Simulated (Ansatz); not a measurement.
## SbHF (SMILES [F][SbH]): methods side by side

SbHF: 3 atoms, total charge 0, spin state doublet. As SMILES, `[F][SbH]`. The coordinates come from a PBE0-D4/def2-TZVP relaxation.

```xyz
3

F    -0.8262    1.1003   -0.3412
Sb   -0.3238   -0.7513   -0.2559
H     1.1390   -0.4137    0.5838
```

Each level gives the energy change with the Sb2–H3 bond stretched from 1.720 to 2.580 Å (eV). The values are calculated.

```tsv
level	kind	program	value (eV)	less FCI/STO-3G	CPU time (all runs)
UBLYP/STO-3G	GGA	Ansatz	2.43	+0.08	4.8 s
UPBE/STO-3G	GGA	Ansatz	2.50	+0.15	4.7 s
UB3LYP/STO-3G	global hybrid	Ansatz	2.72	+0.37	5.7 s
UCAM-B3LYP/STO-3G	range-separated hybrid	Ansatz	2.90	+0.55	8 s
UB2PLYP/STO-3G	double hybrid	Ansatz	2.80	+0.45	8.7 s
RPA@PBE/STO-3G	RPA	Ansatz	2.55	+0.20	5.2 s
UBCCD(T)/STO-3G	coupled cluster or CI	Ansatz	2.36	+0.01	2.5 s
FCI/STO-3G	exact in the basis	Ansatz	2.35	0.00	3.1 s
```

FCI/STO-3G is exact within its basis and frozen core, so for wave-function methods in that basis the difference is their error; functionals converge differently with the basis, so for them it is only a difference. All-electron rows without a relativistic Hamiltonian named are non-relativistic. The first shape isn't each level's own minimum. The values span 2.35 to 2.90 eV. Spin contamination of the reference (⟨S²⟩ at least 0.1 too high) touches UB3LYP/STO-3G, UCAM-B3LYP/STO-3G, UB2PLYP/STO-3G, UBCCD(T)/STO-3G. All rows use very small basis sets, so none should be taken for the real molecule's value. In the correlated wave-function rows the outer d shell of Sb is correlated, in sets not made for it. In so small a basis fixed costs decide the times, and correlated methods can beat functionals. CPU times are rough (shared hosts, several kinds of processor and program).

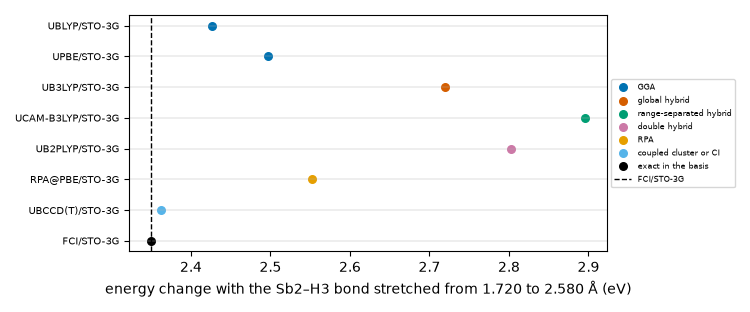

The values of the table, level by level.
